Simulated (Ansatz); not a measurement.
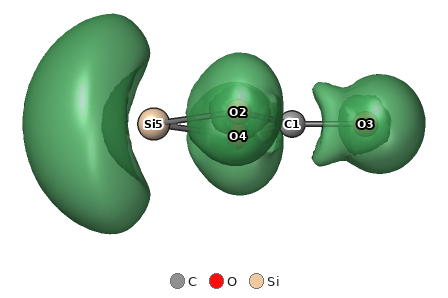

*CO$_{3}$Si. Isosurface of the ELF at 0.75 (green), seen from one side. Only the valence region is drawn (cores and ρ < 0.01 e/Å³ removed).*

Geometry: BLYP-D3(BJ)/def2-SVP.

These are results of isolated molecule in a Gaussian basis; Kohn-Sham density functional theory, functional PBE0 (Ansatz), not measurements.

```xyz
5

C     0.0584   -1.5315   -1.2437
O     0.3356   -0.7216   -0.1347
O     0.5339   -1.4812   -2.3351
O    -0.9138   -2.4149   -0.7570
Si   -0.8377   -1.6263    0.8135
```

Q: Where are the electrons localised?

A: The ELF exceeds this value in three regions on O in which the atom's valence shell and bonds are merged and one lobe on Si, pointing away from the bonds (lone pairs).

Values along the shortest contacts:
C–O (1.19 Å): the ELF peaks at about 0.85 between the atoms; a multiple bond. Si–O (1.76 Å): the ELF peaks at about 0.85 between the atoms; a shared but strongly polarised pair.
